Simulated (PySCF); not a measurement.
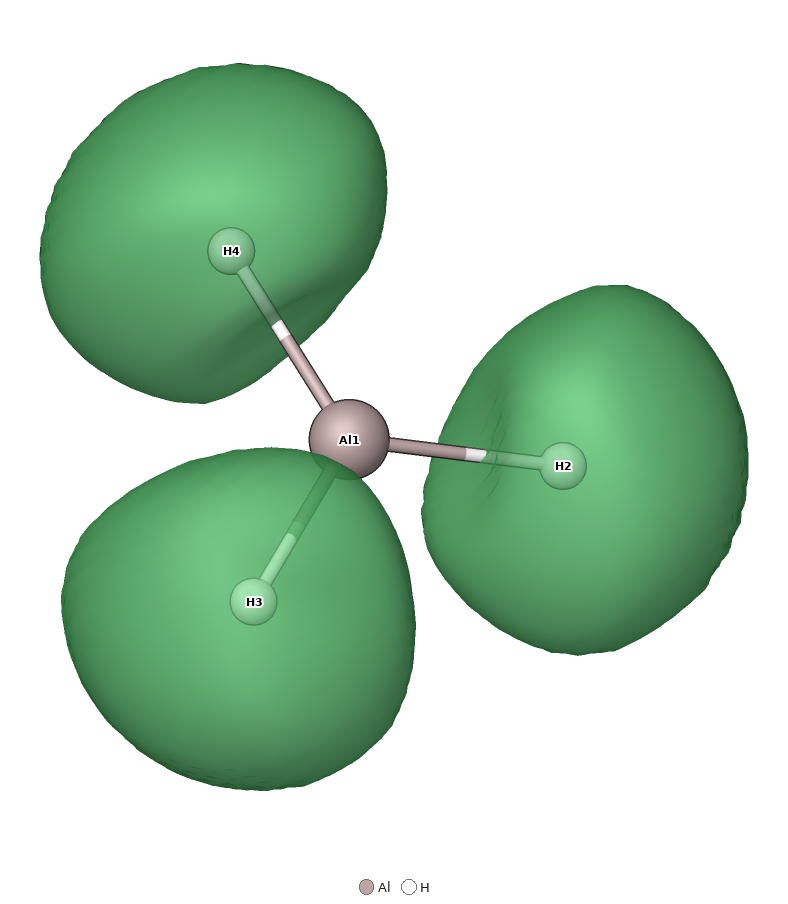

AlH3 (SMILES [AlH3]). Isosurface of the ELF at 0.9 (green), seen at a tilt. Core shells and regions of very low density are left out.

Geometry: PBE0-D3(BJ)/ma-def2-SVP.

Level of theory: DFT single point, gas phase, functional B3LYP (PySCF).

Q: Where are the electrons localised?

A: The ELF exceeds this value in three regions around hydrogen nuclei. Along the contacts the grid gives the following. Al–H (1.59 Å): the ELF climbs to about 1 towards the hydrogen.
